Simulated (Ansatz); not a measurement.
## How far to go with the plane-wave cutoff: ZnCu₂SnS₄ (Fmm2, 8 atoms in the cell)

```yaml
crystal:
  lattice:
    - [-2.68500, 2.68500, 5.36861]
    - [2.68500, -2.68500, 5.36861]
    - [2.68500, 2.68500, -5.36861]
  atoms:
    - { symbol: Zn, position: [0.00466, 0.00466, 0.00000] }
    - { symbol: Cu, position: [0.25000, 0.75000, 0.50000] }
    - { symbol: Cu, position: [0.75000, 0.25000, 0.50000] }
    - { symbol: Sn, position: [0.50000, 0.50000, 0.00000] }
    - { symbol: S, position: [0.89122, 0.37530, 0.00000] }
    - { symbol: S, position: [0.62470, 0.62470, 0.51592] }
    - { symbol: S, position: [0.37530, 0.89122, 0.00000] }
    - { symbol: S, position: [0.10878, 0.10878, 0.48408] }
```

Method of the run: LDA (PW92), default PAW files made with PBE (plane waves; Ansatz, an electronic-structure program).

Base settings: basis.ecutwfc = 420 eV; kpoints.mp_grid.grid = 3 3 3; hamiltonian.xc = lda; hamiltonian.pseudopotentials = {kind: paw} (the program's default PAW files); scf.occupations.method = fermi_dirac; scf.occupations.width = 0.1 eV.

The second cell is the first with its lattice scaled by 0.98.

The mesh stays at the base's, so the ladder's end is converged at best in this setting alone.

The first pressure column holds Ansatz's estimate of the finite-basis (Pulay) stress, which hides part of the cutoff error; the other is without it.

Only quantities that move along the ladder and can be compared are tabulated.

The count of work is k-points × plane waves × bands × iterations; it is no time. 

The starting cell comes from a database of computed structures (which also holds hypothetical and non-ambient phases and stackings), without a prior relaxation at this level. Its lattice was rescaled by up to half a per cent. One atom was moved a little off its site on purpose. Spin polarisation is off. The run gives no clean gap (levels at the Fermi energy touch, overlap or are partly filled at this smearing), which alone does not show that the compound is a metal. Without a gap this mesh is coarse (it stands for a supercell whose shortest vector is 16 Å).

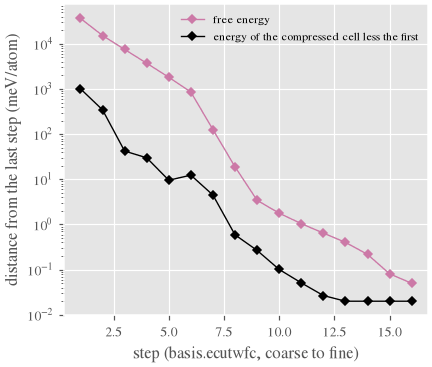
Distance from the last step along the ladder; very small values are drawn at a floor.

| basis.ecutwfc | free energy less the last step's (meV/atom) | energy of the compressed cell less the first (meV/atom) | pressure (GPa) | pressure without the Pulay estimate (GPa) | largest difference of a force vector from the last step's (eV/Å) | count of work / last |
|---|---|---|---|---|---|---|
| 145 eV | 36695.88 | 1015.95 | 1.40 | -1049.91 | 1.166 | 0.063 |
| 170 eV | 15304.60 | -342.39 | 6.51 | -504.73 | 0.569 | 0.076 |
| 190 eV | 7525.86 | 46.11 | -2.52 | -278.32 | 0.328 | 0.092 |
| 210 eV | 3726.08 | -26.16 | -3.02 | -154.89 | 0.248 | 0.095 |
| 230 eV | 1821.79 | -5.73 | -1.84 | -86.36 | 0.164 | 0.12 |
| 250 eV | 856.95 | 16.21 | -1.32 | -47.30 | 0.103 | 0.12 |
| 295 eV | 126.29 | 8.32 | -1.74 | -11.18 | 0.036 | 0.16 |
| 335 eV | 18.92 | 4.43 | -1.94 | -3.61 | 0.005 | 0.21 |
| 380 eV | 3.43 | 4.11 | -2.00 | -2.18 | 0.003 | 0.20 |
| 420 eV | 1.78 | 3.94 | -2.02 | -2.08 | 0.002 | 0.27 |
| 460 eV | 1.04 | 3.89 | -2.03 | -2.07 | 0.000 | 0.28 |
| 505 eV | 0.65 | 3.86 | -2.04 | -2.05 | 0.000 | 0.31 |
| 565 eV | 0.40 | 3.85 | -2.04 | -2.05 | 0.000 | 0.38 |
| 630 eV | 0.22 | 3.85 | -2.04 | -2.05 | 0.000 | 0.44 |
| 735 eV | 0.08 | 3.84 | -2.04 | -2.04 | 0.000 | 0.63 |
| 840 eV | 0.05 | 3.84 | -2.04 | -2.04 | 0.000 | 0.76 |
| 1010 eV | 0.00 | 3.84 | -2.04 | -2.04 | 0.000 | 1.0 |

Coarsest basis.ecutwfc that holds the free energy within 5 meV/atom of the last step, with all finer ones: 380 eV, at 0.20 of the last step's count of work; the step before is off by 19 meV/atom.

Coarsest basis.ecutwfc that holds the energy of the compressed cell less the first within 0.5 meV/atom of the last step, with all finer ones: 380 eV, at 0.20 of the last step's count of work; the step before is off by 0.59 meV/atom.

Coarsest basis.ecutwfc that holds the forces within 0.02 eV/Å of the last step, with all finer ones: 335 eV, at 0.21 of the last step's count of work; the step before is off by 0.036 eV/Å.

The energy difference between the two cells stays within 1 meV/atom of the last step's from 335 eV on, the total only from 505 eV on: much of the error is common to both cells and cancels.

At the lowest cutoff the pressure without the Pulay estimate lies 1050 GPa under the last step's, the usual sign of Pulay stress in an incomplete plane-wave basis.

Keys are those of Ansatz 0.2.
